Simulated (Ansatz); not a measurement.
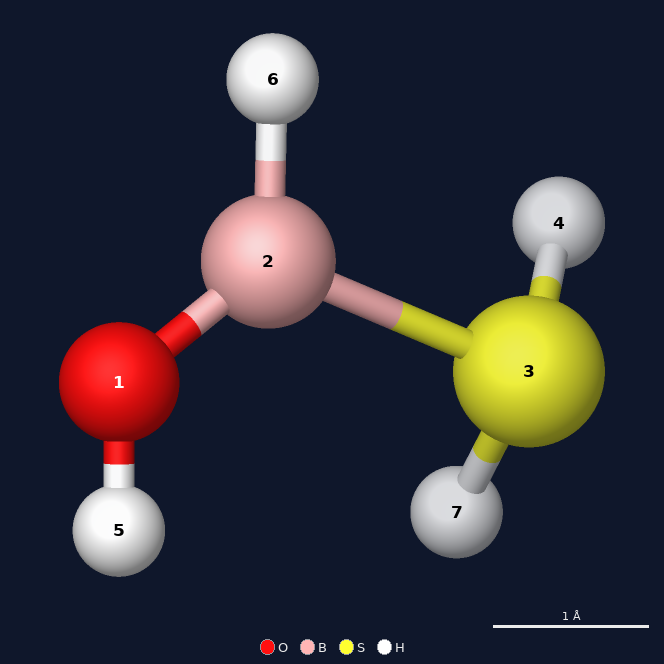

The atoms are numbered. Charge +1, singlet. The computed structure is the end point of a PBE0-D4/def2-TZVP optimisation. No frequency run is at hand to confirm it as a minimum.

Give the bond lengths.

```
 bond  length (Å)
O1–B2       1.302
O1–H5       0.963
B2–S3       1.977
B2–H6       1.184
S3–H4       1.351
S3–H7       1.352
```
